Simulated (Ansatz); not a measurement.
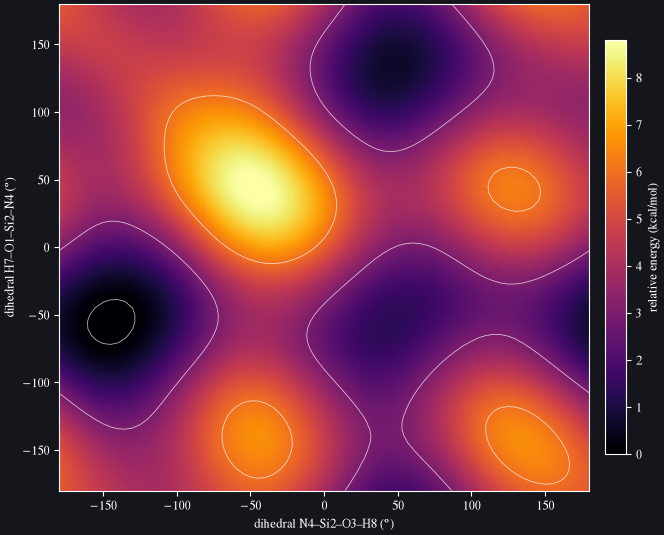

Energy landscape of AlFH₃NO₂Si, SMILES O[Si]1(O)[NH][Al]1[F]. Coordinates scanned: (1) dihedral N4–Si2–O3–H8; (2) dihedral H7–O1–Si2–N4. Nothing is relaxed (all other coordinates rigid). The scan uses a 10 × 10 grid. Points are written as (first, second). Energies are in kcal/mol, from the lowest grid point. All numbers below come from RKS B3LYP-D4/def2-SVP (Ansatz 0.2.0).

In the figure: a smooth colour map with a few white contour lines. Between grid points the surface is interpolated. 

### Where are the wells?

The lowest grid point is at (−144°, −72°). The bottom of the well lies between grid points, at about (−145°, −55°), about 0.23 kcal/mol lower on the interpolated surface. There are further wells near (36°, 144°) (0.8 kcal/mol above the lowest at that grid point); (36°, −72°) (1.4 kcal/mol above the lowest at that grid point). The highest grid point, (−36°, 36°), lies 8.8 kcal/mol above the lowest. On the interpolated surface the easiest way out of the lowest well to the well at about (45°, −55°) passes a barrier of about 2.9 kcal/mol, counted from the interpolated bottom of the well. Round the minimum the two coordinates are weakly coupled (coupling −0.13 in units of the two stiffnesses).

The values on the grid:

```
dihedral H7–O1–Si2–N4 ↓, dihedral N4–Si2–O3–H8 →  −180  −144  −108  −72  −36    0   36   72  108  144
                                             144   4.4   4.7   4.6  4.8  4.4  2.5  0.8  1.1  2.8  4.1
                                             108   3.5   4.3   5.6  6.2  5.3  2.8  1.2  1.7  3.2  3.7
                                              72   4.1   4.1   6.0  7.9  7.7  5.1  3.0  3.6  5.2  5.2
                                              36   4.6   3.7   5.2  7.9  8.8  6.7  4.2  4.2  5.8  6.1
                                               0   3.2   1.9   2.9  5.6  7.0  5.6  3.4  3.0  4.2  4.5
                                             −36   1.1   0.1   1.0  3.2  4.3  3.3  1.8  1.7  2.6  2.5
                                             −72   0.9   0.0   1.2  3.4  3.9  2.5  1.4  2.2  3.3  2.7
                                            −108   3.0   1.7   2.8  5.1  5.6  3.8  2.4  3.5  5.3  5.0
                                            −144   5.1   3.5   3.8  5.9  6.5  4.7  2.9  3.6  5.8  6.5
                                            −180   5.4   4.4   4.0  5.1  5.6  3.9  2.0  2.3  4.4  5.8
```

The whole map (100 points run) took 11 min on 1 thread of Intel(R) Xeon(R) Platinum 8375C CPU @ 2.90GHz (Ice Lake), on a shared host.
